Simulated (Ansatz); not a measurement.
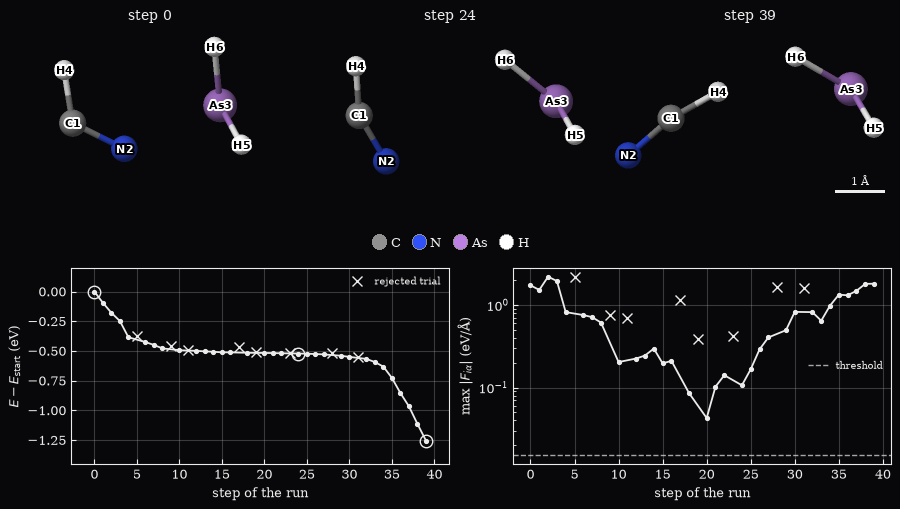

Frames of a relaxation of CH$_{3}$AsN (charge −1), marked on the history of the run. A ball-and-stick model, seen face on.

The run prepares an end point of a later path (torsion) calculation, from a guessed geometry.

Method: Ansatz 0.2.0, RKS PBE/def2-SVP.

The input:
```yaml
crystal:
  periodic: [false, false, false]
  atoms:
    - { symbol: C, position_ang: [-0.65925, -1.57834, -0.43376] }
    - { symbol: "N", position_ang: [-0.7542, -0.40882, -0.77315] }
    - { symbol: As, position_ang: [-0.16251, 1.40258, 0.30111] }
    - { symbol: H, position_ang: [-0.25702, -1.95627, 0.54487] }
    - { symbol: H, position_ang: [0.84515, 1.66188, -0.79985] }
    - { symbol: H, position_ang: [0.98783, 0.87897, 1.16077] }
total_charge: -1
basis:
  gaussian: { orbitals: def2-SVP }
hamiltonian:
  xc: pbe
relax:
  f_tol: 0.015
  max_steps: 40
output:
  orbitals: {}
```

Launched with:
```bash
ansatz run input.yaml --threads 1 --pin off --max-ram 2048MiB --backend cpu --events-out ev --progress --plain --runs-dir out
```

Describe the path.

Answer. The relaxation stopped without meeting its thresholds, so the last structure isn't shown to be converged. It used up its limit of 40 steps. The largest move after the best rigid fit is that of N2, 1.99 Å. By element the largest moves are N 1.99 Å, H 1.20 Å, As 0.73 Å, C 0.14 Å. Near-neighbour distances that change, for instance: N2–As3 2.188 → 4.807 Å, As3–H6 1.529 → 1.587 Å, As3–H5 1.515 → 1.560 Å, C1–N2 1.221 → 1.201 Å. Bond angles that change, for instance: N2–C1–H4 126.3° → 168.0°. Over 31 accepted moves (39 points after the start) the energy falls by 1.253 eV. The largest force component goes from 1.7 to 1.8 eV/Å. The line search rejected the trial steps at points 5, 9, 11, 17, 19, 23, 28, 31 of the run. The run took 69 s on 1 thread of Arm Neoverse V2, with other jobs on the host, peak memory 0.14 GiB. From step 0 to 24: N2 moves most (0.87 Å), energy −0.521 eV. From step 24 to 39: H4 moves most (1.42 Å), energy −0.732 eV.

| step | E − E(0), eV | largest force component, eV/Å | note |
| --- | --- | --- | --- |
| 0 | 0.0000 | 1.7420 |  |
| 1 | -0.0943 | 1.5316 |  |
| 2 | -0.1785 | 2.2178 |  |
| 3 | -0.2476 | 1.9640 |  |
| 4 | -0.3842 | 0.8235 |  |
| 5 | -0.3764 | 2.1684 | rejected |
| 6 | -0.4250 | 0.7587 |  |
| 7 | -0.4490 | 0.7154 |  |
| 8 | -0.4782 | 0.6148 |  |
| 9 | -0.4559 | 0.7614 | rejected |
| 10 | -0.4935 | 0.2039 |  |
| 12 | -0.4988 | 0.2250 |  |
| 13 | -0.5031 | 0.2449 |  |
| 15 | -0.5111 | 0.1965 |  |
| 16 | -0.5116 | 0.2108 |  |
| 18 | -0.5153 | 0.0855 |  |
| 19 | -0.5087 | 0.3880 | rejected |
| 21 | -0.5175 | 0.1024 |  |
| 22 | -0.5193 | 0.1411 |  |
| 24 | -0.5213 | 0.1065 |  |
| 25 | -0.5231 | 0.1668 |  |
| 27 | -0.5289 | 0.4059 |  |
| 28 | -0.5145 | 1.6457 | rejected |
| 30 | -0.5497 | 0.8292 |  |
| 31 | -0.5485 | 1.6182 | rejected |
| 33 | -0.5932 | 0.6470 |  |
| 34 | -0.6321 | 0.9875 |  |
| 36 | -0.8541 | 1.3183 |  |
| 37 | -0.9655 | 1.4942 |  |
| 39 | -1.2533 | 1.8230 |  |

Limits of the set-up: the basis has no diffuse functions, which an anion needs.
